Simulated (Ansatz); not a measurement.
The figure comes from a scan of SiC (wurtzite): one C atom of a 4-atom cell moves by s towards the nearest neighbour, with its periodic images. These are r2SCAN (plane waves to 500 eV, PAW, scalar-relativistic; Ansatz, a quantum-chemistry and plane-wave program) values and carry that method's errors. k mesh 10×10×5 (Γ-centred), Fermi-Dirac smearing 0.05 eV. Energies are smeared free energies. Left out: 1 of 11 points, with atoms too close for the PAW data. SiC was relaxed with its symmetry unable to fall. ΔE is measured from the undisplaced structure.

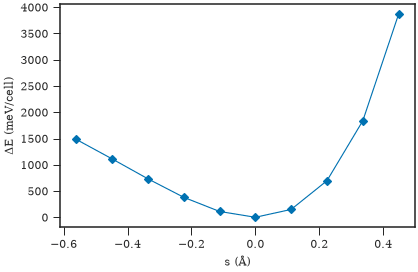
Figure. ΔE (meV/cell) against s (Å); computed points joined by lines.

Task: Read the plotted values off the figure, to the accuracy that the plot allows.

Result: To the nearest 50:

```json
[
 {"s (Å)": "-0.560", "ΔE (meV/cell)": "1500"},
 {"s (Å)": "-0.448", "ΔE (meV/cell)": "1100"},
 {"s (Å)": "-0.336", "ΔE (meV/cell)": "750"},
 {"s (Å)": "-0.224", "ΔE (meV/cell)": "400"},
 {"s (Å)": "-0.112", "ΔE (meV/cell)": "100"},
 {"s (Å)": "0.000", "ΔE (meV/cell)": "0"},
 {"s (Å)": "0.112", "ΔE (meV/cell)": "150"},
 {"s (Å)": "0.224", "ΔE (meV/cell)": "700"},
 {"s (Å)": "0.336", "ΔE (meV/cell)": "1850"},
 {"s (Å)": "0.448", "ΔE (meV/cell)": "3850"}
]
```

(A displaced cell: forces are minus the slopes of the energy, force constants its curvatures, and phonons follow from these.)
